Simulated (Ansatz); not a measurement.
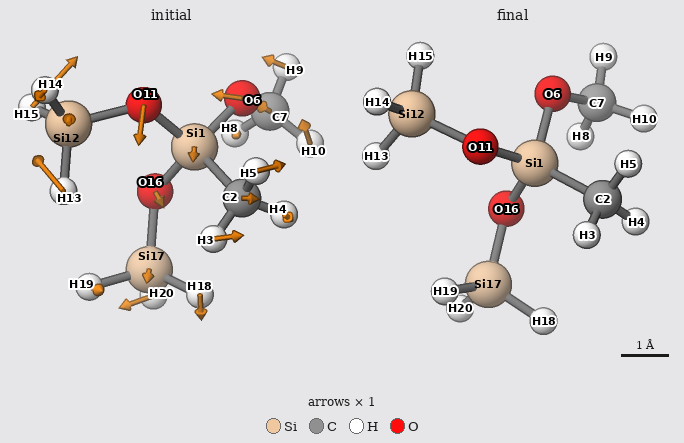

The structure of C2H12O3Si3 before (left) and after (right) a relaxation, at one scale. The orange arrows give the displacements, at their true length.

The picture is a ball-and-stick view, seen at a tilt.

The run prepares the start of a later molecular dynamics calculation, from a guessed geometry.

The calculation used RKS B3LYP-D4/STO-3G in Ansatz 0.2.0.

Input
```yaml
crystal:
  periodic: [false, false, false]
  atoms:
    - { symbol: Si, position_ang: [0.0, 0.0, 0.0] }
    - { symbol: C, position_ang: [0.0, 0.0, 1.87] }
    - { symbol: H, position_ang: [-0.9996, -0.3092, 2.2405] }
    - { symbol: H, position_ang: [0.7676, -0.7111, 2.2405] }
    - { symbol: H, position_ang: [0.232, 1.0203, 2.2405] }
    - { symbol: O, position_ang: [1.5842, 0.0, -0.5594] }
    - { symbol: C, position_ang: [2.3503, -1.1632, -0.836] }
    - { symbol: H, position_ang: [1.7187, -1.9052, -1.3675] }
    - { symbol: H, position_ang: [3.2179, -0.8926, -1.4733] }
    - { symbol: H, position_ang: [2.7141, -1.6023, 0.1163] }
    - { symbol: O, position_ang: [-0.7913, 1.3709, -0.5594] }
    - { symbol: Si, position_ang: [-2.4002, 1.4263, -1.0396] }
    - { symbol: H, position_ang: [-3.2124, 0.6421, -0.1138] }
    - { symbol: H, position_ang: [-2.862, 2.8114, -1.0378] }
    - { symbol: H, position_ang: [-2.5267, 0.8736, -2.385] }
    - { symbol: O, position_ang: [-0.7913, -1.3709, -0.5594] }
    - { symbol: Si, position_ang: [-1.673, -2.4329, 0.3983] }
    - { symbol: H, position_ang: [-1.2634, -2.287, 1.792] }
    - { symbol: H, position_ang: [-3.0964, -2.1323, 0.2761] }
    - { symbol: H, position_ang: [-1.4264, -3.8036, -0.0398] }
basis:
  gaussian: { orbitals: STO-3G }
hamiltonian:
  xc: b3lyp
  dispersion: d4
relax:
  f_tol: 0.02
  max_steps: 40
output:
  orbitals: {}
```

Launched with:
```bash
ansatz run input.yaml --threads 1 --pin off --max-ram 2048MiB --backend cpu --events-out ev --progress --plain --runs-dir out
```

Summarise the run.

Answer. The relaxation stopped without meeting its thresholds, so the last structure isn't shown to be converged. H13 moves most after the best rigid fit: 1.79 Å. By element the largest moves are H 1.79 Å, O 0.95 Å, C 0.50 Å, Si 0.47 Å. Near-neighbour distances that change, for instance: O6–C7 1.420 → 1.460 Å, Si1–O6 1.680 → 1.712 Å, O11–Si12 1.680 → 1.698 Å, C2–H3 1.110 → 1.097 Å. Bond angles that change, for instance: Si1–O6–C7 125.0° → 111.4°, Si1–O11–Si12 125.0° → 119.2°, Si1–O16–Si17 125.0° → 120.4°. Groups turn about Si1–O11 by about 80°, O16–Si17 by about 45°, Si1–O16 by about 40°. Over 36 accepted moves (38 points after the start) the energy falls by 0.561 eV. The largest force component goes from 2.4 to 0.037 eV/Å. The line search rejected the trial steps at points 18, 19 of the run. The forces were under the threshold at step 35, but the run went on from there. Cost: 4.7 min on 1 thread of Arm Neoverse V2, with other jobs on the host, peak memory 0.2 GiB.

Limits of the set-up: STO-3G is a minimal basis, so the numbers are rough.
